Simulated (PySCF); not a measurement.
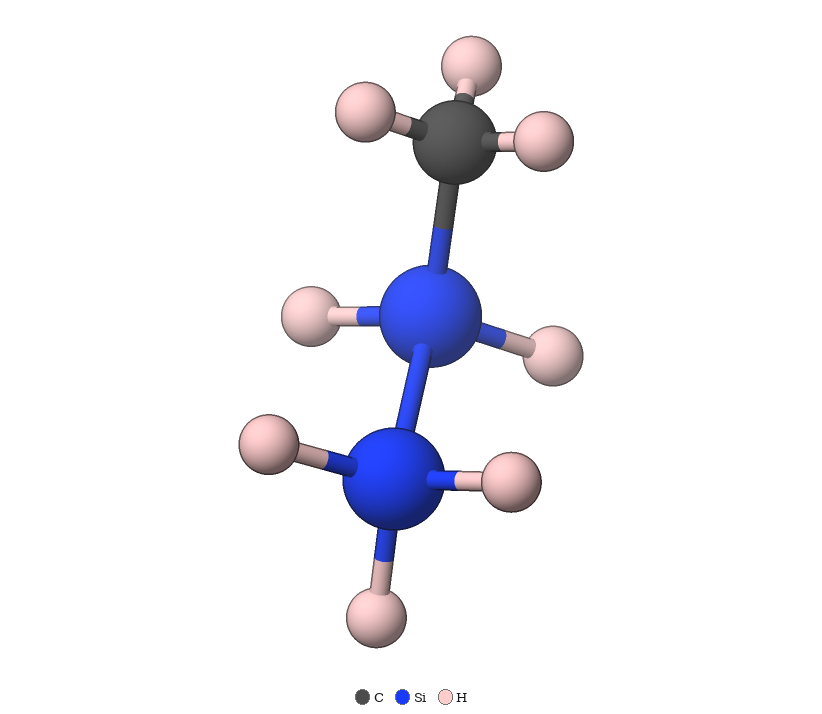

The geometry was computed by an optimisation with PBE0-D3(BJ)/def2-SVP. No frequency run is at hand to confirm it as a minimum.

Draw it as a skeletal formula.

SMILES: C[SiH2][SiH3]

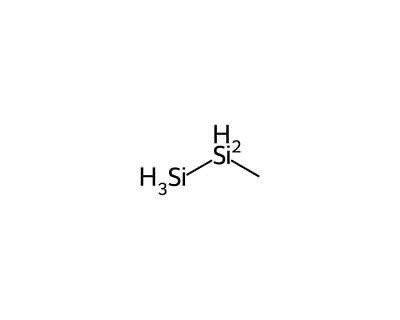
